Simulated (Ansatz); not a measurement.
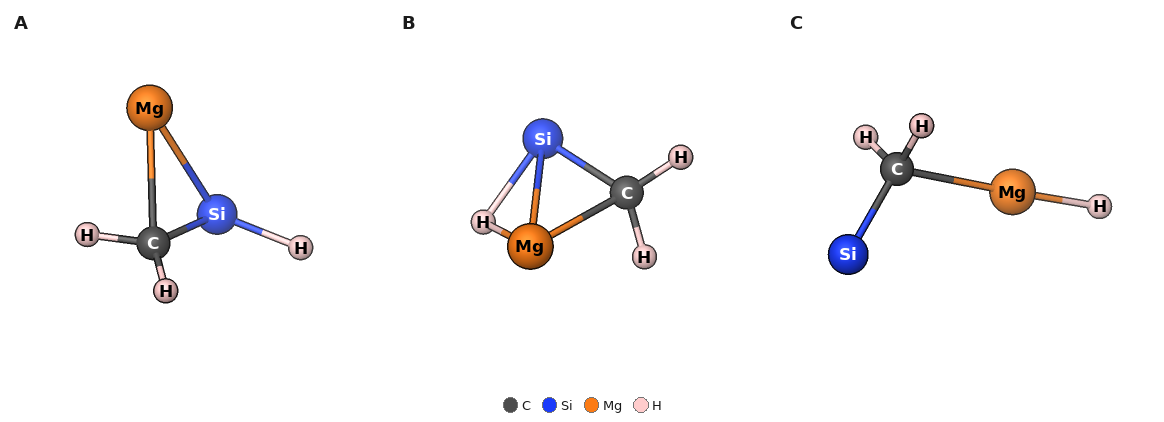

3 stationary structures of one formula. Charge +1, singlet. Geometries: PBE0-D4/def2-TZVP. Electronic energies: RHF-CCSD(T) (frozen core)/def2-TZVPP (Ansatz 0.2.0), without zero-point energy. No frequency run is at hand to confirm each as a minimum.

Which is lowest in energy, and by how much?

Answer. B is lowest (C1); A lies 0.1 kcal/mol above it (C1), C lies 0.8 kcal/mol above it (Cs).
